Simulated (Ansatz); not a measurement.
Base system: Ge in the diamond structure (space group Fd-3m, No. 227; a = 5.674 Å). Axes: x, y, z lie along the cube axes.

One thing is altered: compressive biaxial strain of 1.25 % in the plane normal to [111], as in epitaxy on a mismatched substrate; the out-of-plane cell vector and the atoms relax.

Computed with r2SCAN/PAW in Ansatz (an electronic-structure program), scalar-relativistic without spin-orbit coupling.

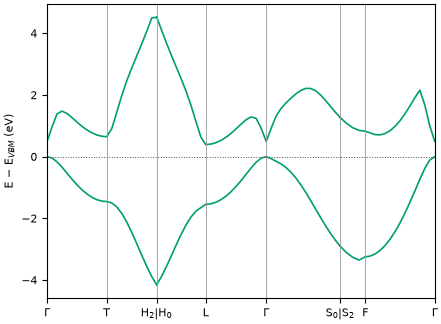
Fig. 1. Highest valence and lowest conduction band along the path of the changed cell's own zone

The gap is 0.39 eV, indirect, Γ → L; the base has 0.36 eV.

Whether these cells are dynamically stable was not tested. The real Ge has an indirect gap at ambient pressure; r2SCAN orders its close-lying valleys differently. k-point labels follow each cell's own Brillouin zone.
